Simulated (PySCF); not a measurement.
## Electronic structure of C₃H₅F₅Si (SMILES FC(F)(F)C(F)(F)C[SiH3]) in real space

The calculation's input:

```
{"job": {"kind": "nmr", "xc": "PBE0", "basis": "pcSseg-1"}, "charge": 0, "multiplicity": 1}
F     -2.219632     1.003775    -1.022325
C     -1.993285     0.433708     0.165941
F     -1.956048     1.416620     1.071781
F     -3.040876    -0.334437     0.448973
C     -0.652887    -0.347001     0.149654
F     -0.521084    -0.945807     1.362623
F     -0.792073    -1.362615    -0.742861
C      0.531492     0.519085    -0.173648
Si     2.152866    -0.511503    -0.171966
H      0.357011     0.975015    -1.147214
H      0.575429     1.315779     0.567531
H      2.332236    -1.062553     1.167536
H      3.201977     0.449314    -0.509139
H      2.024196    -1.549852    -1.189051
```

Launched as:

```sh
OMP_NUM_THREADS=1 python probes_run.py task.json out
```

Geometry: GFN2-xTB.

Level of theory: PBE0/pcSseg-1, SCF density, gas phase, non-relativistic in PySCF.

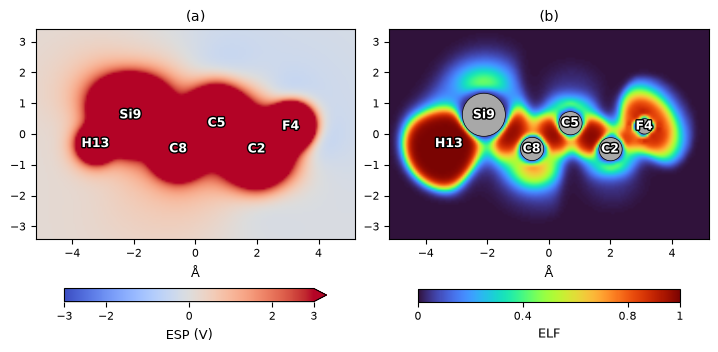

Figure 1. (a) electrostatic potential; (b) electron localisation function on the plane of atoms F4, C2 and C5. Grey discs cover the atomic cores in the ELF map.

**What do the fields say about this system?**

- The plane passes through C, F, Si and H nuclei.
- C–F (1.33 Å): the ELF peaks at about 0.85 between the atoms; a polar covalent bond.
- C–C (1.50 Å): the ELF peaks at about 0.95 between the atoms; localised, covalent bonding.
- C–Si (1.92 Å): the ELF peaks at about 0.95 between the atoms: a shared electron pair.
- C–C (1.55 Å): the ELF peaks at about 1 between the atoms; localised, covalent bonding.
- Si–H (1.46 Å): the ELF climbs to about 1 towards the hydrogen, as it does in any bond to H.
- The ELF also peaks beside F4, away from the bonds: lone-pair regions.
- Outside the dense part of the molecule the potential is most negative (−0.5 V) near F4.

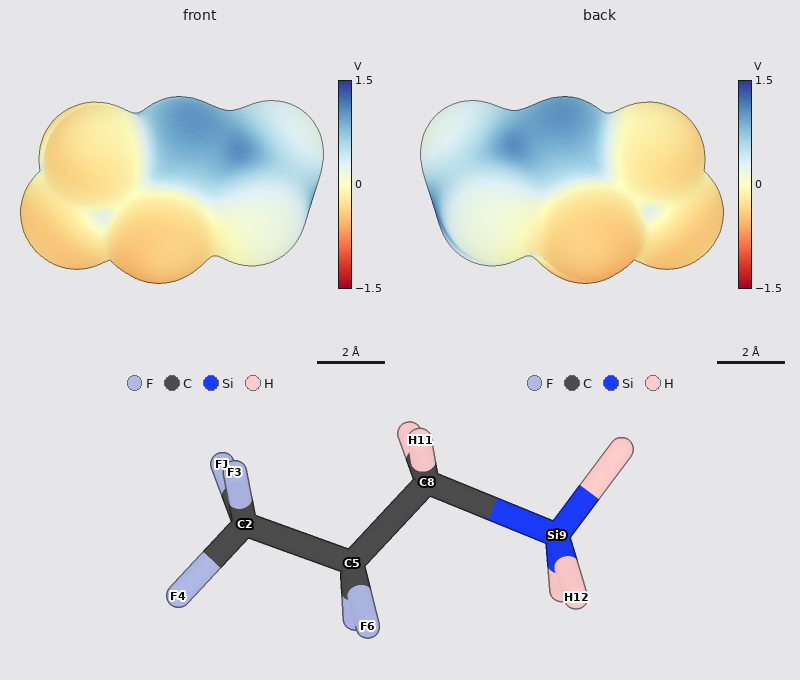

Figure 2. The molecular electrostatic potential painted on the density surface at 0.001 e/bohr³, seen from the front and from behind; red is negative and blue positive. The bare structure is drawn below in the same view.

**Where is the surface potential most negative and most positive?**

The most negative region (about −0.6 V) lies over F6 and F7, the most positive (about +1.1 V) over Si9, H10 and H11.

**What dipole moment does the calculation give?**

Its dipole moment is 2.35 D.
